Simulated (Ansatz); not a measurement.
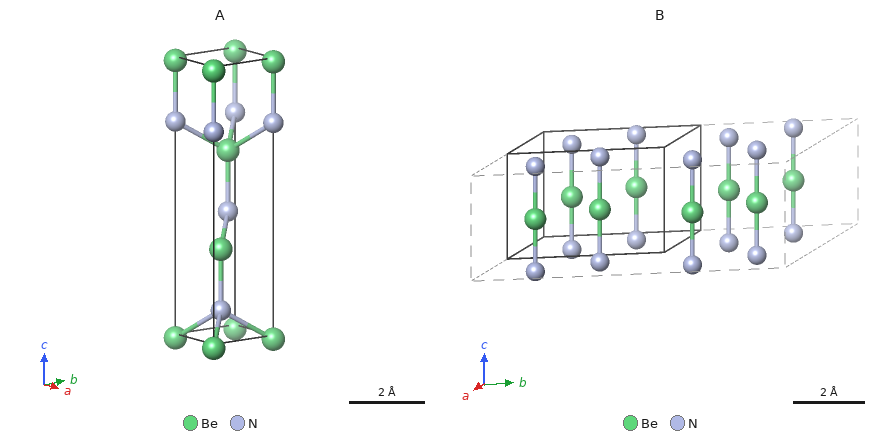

Two structures of BeN, each relaxed to rest (conventional cells in solid outline, small ones repeated, not to one scale). Method: DFT PBE, scalar-relativistic, plane waves, PAW (Ansatz), without spin polarisation.

> Name structures A and B.

A: 6 atoms a cell on a rhombohedral (trigonal R) lattice, R3m. B: 4 atoms a cell on a primitive hexagonal lattice, P6/mmm.

> Which structure is more stable?

A is lower, by 694 meV/atom at this level of theory (energies at zero smearing). Volumes: A 7.6, B 14.4 Å³/atom.

One or both may be structure types tried for this composition rather than known phases.
